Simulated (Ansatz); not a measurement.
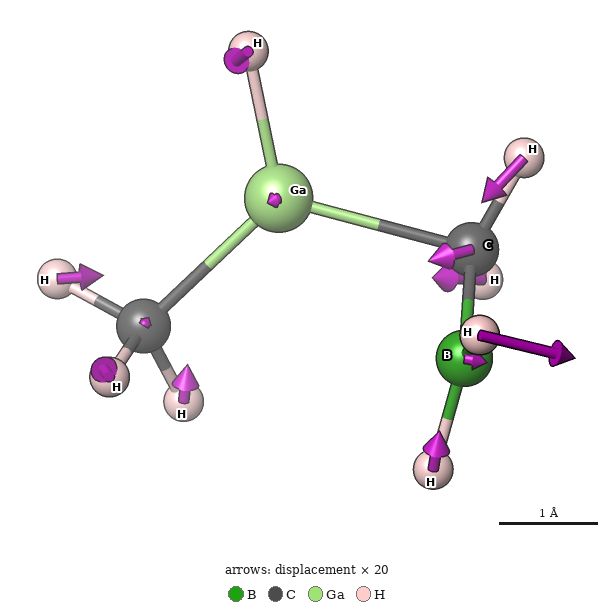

A relaxation of C$_{2}$H$_{8}$BGa. The starting structure is drawn; purple arrows show the displacements, magnified 20 times. The two geometries are superimposed by the best rigid fit.

A ball-and-stick model, seen at a tilt.

The start comes from PBE-D4/def2-SVP.

Level of theory: Ansatz, RKS PBE0-D4/def2-TZVP. (force threshold 0.005 eV/Å; at most 150 steps)

**Atoms of which element are displaced furthest, and by how much?**

Hydrogen: up to 0.056 Å, against 0.027 Å for carbon.

**Describe the change and its energy.**

An H atom moves most after the best rigid fit: 0.056 Å. Largest moves by element: H 0.056 Å, C 0.027 Å, B 0.012 Å, Ga 0.008 Å. Among the contacts that change: B–H 1.222 → 1.201 Å, C–H 1.106 → 1.089 Å, C–Ga 2.040 → 2.025 Å, B–C 1.520 → 1.507 Å. After 6 geometry steps the energy has fallen by 0.92 kcal/mol. Largest force component: 0.48 eV/Å at the start, 0.0032 eV/Å at the end.
